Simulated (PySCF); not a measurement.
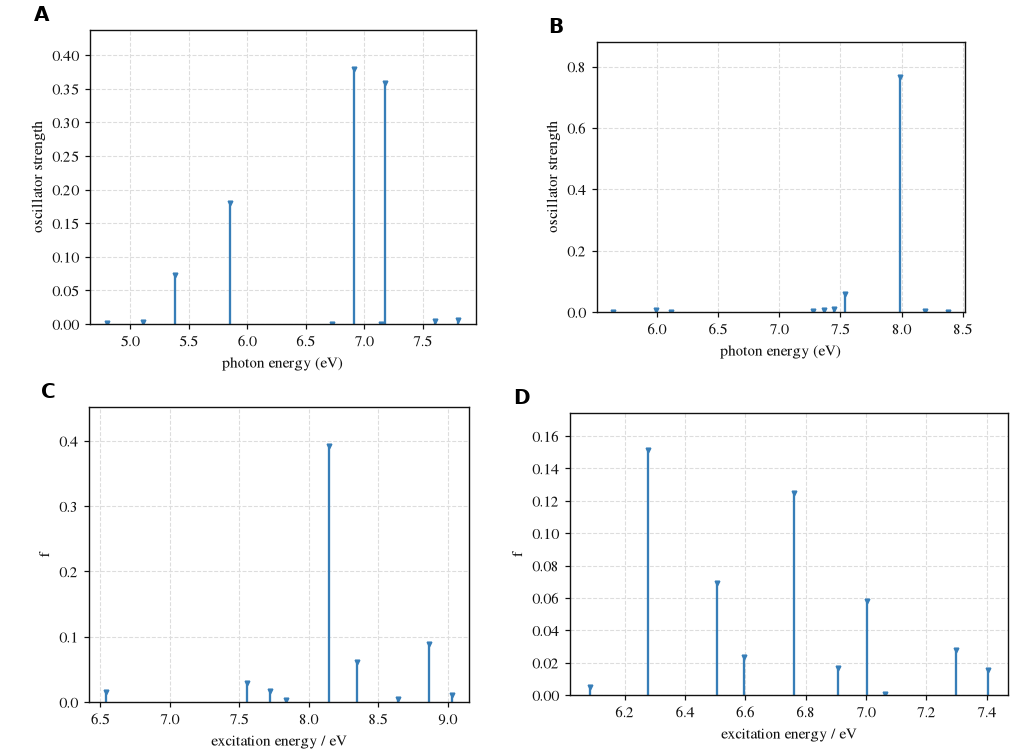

Vertical TDDFT excitations, CAM-B3LYP/def2-SVPD with PySCF 2.14.0, at a PBE0-D3(BJ)/def2-SVP geometry (no frequency check), gas phase. Each panel shows the lowest singlet states that were computed.

Assign the panels.
1. Si₂H₅F, SMILES F[SiH2][SiH3]
2. C₃H₅ClSi, SMILES CC#C[SiH2]Cl
3. C₆H₄N₂, SMILES N#Cc1cccnc1
4. C₃H₁₁PSi₂, SMILES C=C(C)[SiH2]P[SiH3]

A: 3 (S1 at 4.80 eV, brightest at 6.91 eV)
B: 2 (S1 at 5.65 eV, brightest at 7.98 eV)
C: 1 (S1 at 6.54 eV, brightest at 8.15 eV)
D: 4 (S1 at 6.08 eV, brightest at 6.28 eV)

Caveats, for all or some of the runs: core orbitals are frozen in the response; one conformer of a flexible molecule.
